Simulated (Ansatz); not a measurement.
Relaxed SrO (rock salt):

```yaml
crystal:
  lattice:
    - [0.00000, 5.19500, 5.19500]
    - [2.59750, 0.00000, 2.59750]
    - [2.59750, 2.59750, 0.00000]
  atoms:
    - { symbol: O, position: [0.00000, 0.00000, 0.00000] }
    - { symbol: O, position: [0.50000, 0.00000, 0.00000] }
    - { symbol: Sr, position: [0.25000, 0.50000, 0.50000] }
    - { symbol: Sr, position: [0.75000, 0.50000, 0.50000] }
```

A phonon eigenvector at L = (0.5, 0.0, 0.0) is frozen into this cell: atom i moves by Q times the vector below, so Q is the largest atomic displacement, in Å. The cell is held. It is one choice among 2 degenerate patterns. (q is in reciprocal vectors of the primitive cell; the cell shown is doubled to hold the pattern.)

| atom | x | y | z |
|---|---|---|---|
| O1 | 0.285 | -0.520 | 0.805 |
| O2 | -0.285 | 0.520 | -0.805 |

Atoms not listed stay in place.

Computed with PBE (plane waves to 420 eV, PAW, scalar-relativistic; Ansatz, an electronic-structure program). k mesh 11×11×11 (Γ-centred), Fermi-Dirac smearing 0.05 eV. E stands for the smeared free energy. SrO was relaxed with its symmetry unable to fall. ΔE is measured from the undisplaced structure.

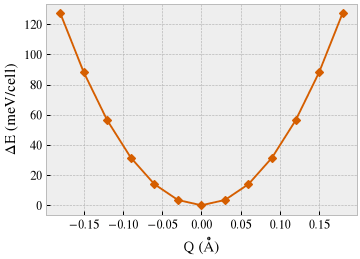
Figure: ΔE (meV/cell) against Q (Å); markers are the computed points, lines only join them.

Problem. What is the energy change at Q = 0.180 Å?

Solution. About 130 meV/cell.

Problem. What harmonic wavenumber does the curvature at Q = 0 give?

Solution. About 260 cm⁻¹.

(For displaced atoms, the force is minus the slope of the energy, and its curvature is a force constant, which sets phonon frequencies.)
